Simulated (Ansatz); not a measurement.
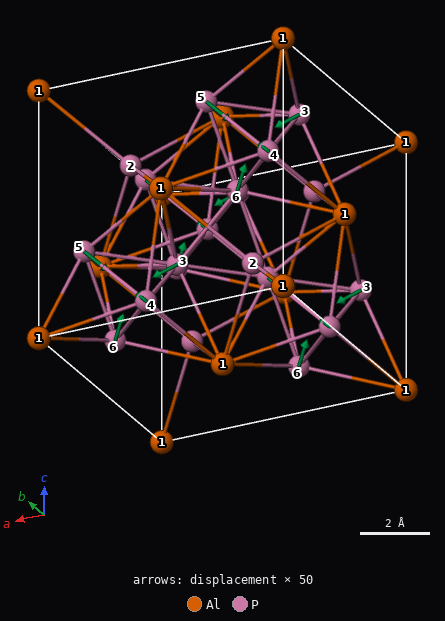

This is a relaxation of solid AlP5 (a generated structure, set up in F-43m) (coarse preliminary run). The starting structure is drawn; green arrows show the displacements (the part carried along by the change of the cell is left out), magnified 50 times.

Style: ball-and-stick. Shown: the conventional cell (4 times the calculation's cell), from a free direction. Lengths and directions refer to the drawn axes.

All numbers below come from DFT PBE, scalar-relativistic, plane waves, PAW (Ansatz 0.2.0). Settings: plane-wave cutoff 420 eV; k-point mesh 4 × 4 × 4; occupations gaussian; smearing width 0.1 eV; no spin polarisation; cell and atoms relaxed; force threshold 0.04 eV/Å; at most 70 steps.

Question: Atoms of which element are displaced furthest, and by how much?

Answer: Phosphorus: up to 0.019 Å, against 0.000 Å for aluminium.

Question: Describe the change and its energy.

Answer: Over 4 accepted moves (5 points after the start) the energy falls by 2.161 eV per cell of the calculation. Largest force component: 0.18 eV/Å at the start, 0.0045 eV/Å at the end. Pressure: −14.42 GPa at the start and 0.06 GPa at the end. The SCF was repeated once at an unchanged geometry on a basis and grid sized afresh for the cell, which shifted the energy by 1.6 meV per cell of the calculation at most. The largest moves relative to the cell, 0.019 Å, are those of P3, P4, P5 and P6. P4 goes along [1 −1 1]. Al stays in place. The drawn cell changes as follows: a = b = c 7.971 → 7.134 Å (−10.5 %); the volume changes by −28.3 %. Some distances before and after: Al1–P2 3.452 → 3.089 Å, Al1–P3 3.308 → 2.958 Å, P2–P3 3.301 → 2.958 Å, P3–P4 2.853 → 2.522 Å. The space group stays F-43m (No. 216). The run took 43 s on 1 thread of Intel(R) Xeon(R) Processor @ 2.50GHz (Skylake/Cascade Lake), on a shared host, peak memory 0.35 GiB.
